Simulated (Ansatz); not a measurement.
**C₆H₄F₆O₂Sn: small, medium and large basis sets**

How large a basis does C₆H₄F₆O₂Sn need? Two functionals are run in growing sets.

The runs use Ansatz 0.2.0, Gaussian basis; one geometry, several basis sets.

The runs, in order: PBE0-D4/def2-SVP; ωB97M-V/def2-SVP; PBE0-D4/def2-QZVPP; ωB97M-V/def2-QZVPP; the functionals' def2-TZVPP values are taken from earlier runs.

## 1. Structure used throughout

The geometry comes from an earlier relaxation with PBE0-D4 in a triple-zeta def2 set; it is a stationary point, not always the lowest conformer. Sn takes the def2 core potential; no spin-orbit term is included.

19 atoms, charge 0, spin multiplicity 1.

Atoms are counted from 1 here; the program's logs count them from 0.

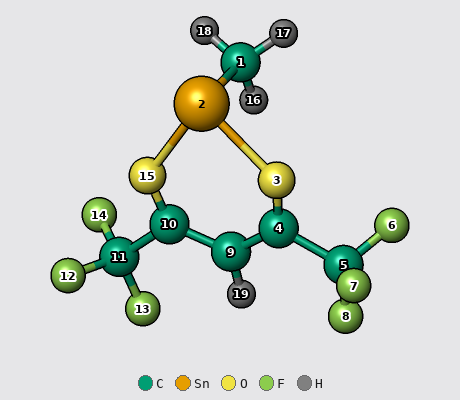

The geometry (carbon teal, tin amber, oxygen yellow, fluorine green, hydrogen grey); atoms are numbered from 1 in the order of the file.

## 2. PBE0-D4 in def2-SVP

File in.yaml:

```yaml
crystal:
  periodic: [false, false, false]
  atoms:
    - {symbol: C, position_ang: [-1.293287, -0.673891, 2.498798]}
    - {symbol: Sn, position_ang: [0.784223, -0.010594, 2.548605]}
    - {symbol: O, position_ang: [0.310621, 1.520807, 1.025070]}
    - {symbol: C, position_ang: [0.110649, 1.347309, -0.197943]}
    - {symbol: C, position_ang: [-0.413386, 2.612031, -0.902674]}
    - {symbol: F, position_ang: [-1.564946, 2.989106, -0.350716]}
    - {symbol: F, position_ang: [0.462388, 3.604042, -0.763025]}
    - {symbol: F, position_ang: [-0.622957, 2.426513, -2.205300]}
    - {symbol: C, position_ang: [0.311377, 0.200391, -0.960752]}
    - {symbol: C, position_ang: [0.855031, -0.969229, -0.437406]}
    - {symbol: C, position_ang: [1.115699, -2.146832, -1.394503]}
    - {symbol: F, position_ang: [2.410913, -2.452086, -1.394449]}
    - {symbol: F, position_ang: [0.754267, -1.880789, -2.648991]}
    - {symbol: F, position_ang: [0.433495, -3.215507, -0.988029]}
    - {symbol: O, position_ang: [1.191825, -1.218542, 0.741730]}
    - {symbol: H, position_ang: [-1.682294, -0.693863, 1.478623]}
    - {symbol: H, position_ang: [-1.914058, -0.001015, 3.096624]}
    - {symbol: H, position_ang: [-1.374474, -1.678058, 2.923738]}
    - {symbol: H, position_ang: [0.083113, 0.235807, -2.013001]}
basis:
  gaussian: {orbitals: def2-SVP}
hamiltonian: {xc: pbe0, dispersion: d4}
output: {orbitals: {seedname: orbitals}}
```

Run with:

```console
ansatz run in.yaml --threads 11 --pin off --events-out ev --progress --plain --max-ram 110592MiB --backend cpu
```

The runs that follow: ωB97M-V in def2-SVP; PBE0-D4 in def2-QZVPP; ωB97M-V in def2-QZVPP.

Before running them: what should the planned runs give, taken together? Wanted: PBE0-D4: double and triple zeta above quadruple; ωB97M-V: double and triple zeta above quadruple.

The runs gave:

| quantity | value |
| --- | --- |
| PBE0-D4: double and triple zeta above quadruple | 32.94, 1.39 eV |
| ωB97M-V: double and triple zeta above quadruple | 33.55, 1.30 eV |

In words: For PBE0-D4 the step from double to triple zeta gains 31.55 eV and the next only 1.39 eV. Total energies overstate the basis error of differences, where much of it tends to cancel.
